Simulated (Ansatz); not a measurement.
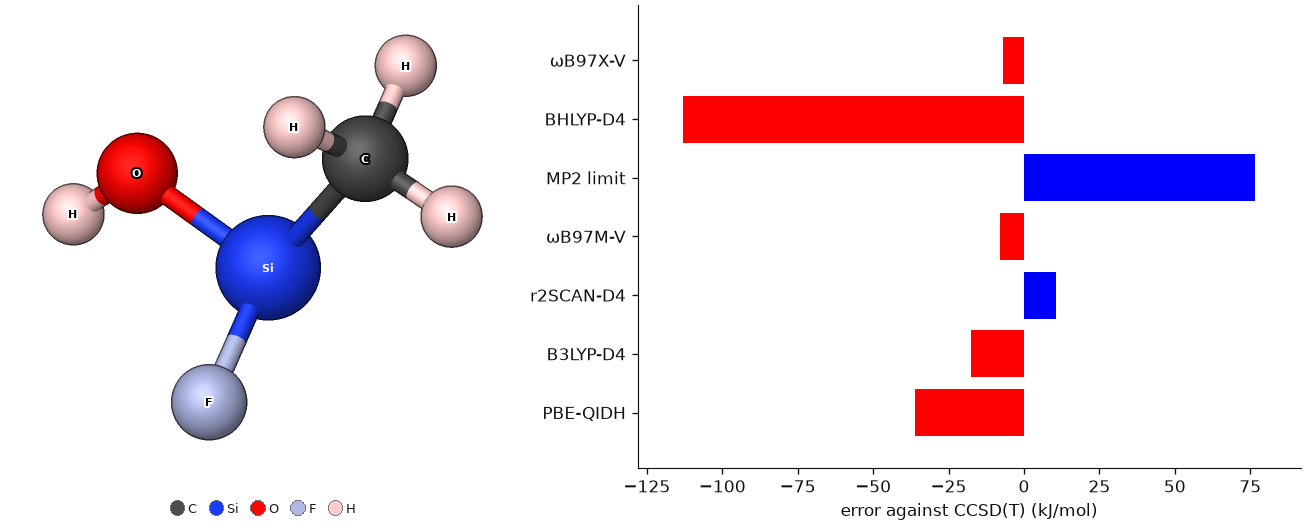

Error in the electronic atomisation energy (method less reference, so positive means overbinding) of CH₄FOSi, SMILES C[Si](O)F, doublet: functionals in def2-TZVPP against frozen-core CCSD(T) at the limit (MP2 extrapolated from triple and quadruple zeta, plus CCSD(T) less MP2 in a smaller set), which gives 3074.5 kJ/mol, at a PBE0-D4/def2-TZVP geometry (a minimum by its frequencies), no zero-point or spin-orbit term, the Ansatz code. The reference leaves out core correlation, a term that grows with the number of heavy atoms. PBE-QIDH holds a correlation term that converges slowly with the basis, so part of the distance to the limit is basis error. No dispersion term is added to PBE-QIDH. Limit means the basis limit.

What range do the values span?

From −112.9 kJ/mol (BHLYP-D4) to 76.6 kJ/mol (MP2 limit).

Give the values.

| level | kJ/mol |
| --- | --- |
| ωB97X-V | −7.1 |
| BHLYP-D4 | −112.9 |
| MP2 limit | 76.6 |
| ωB97M-V | −7.9 |
| r2SCAN-D4 | 10.6 |
| B3LYP-D4 | −17.7 |
| PBE-QIDH | −36.2 |
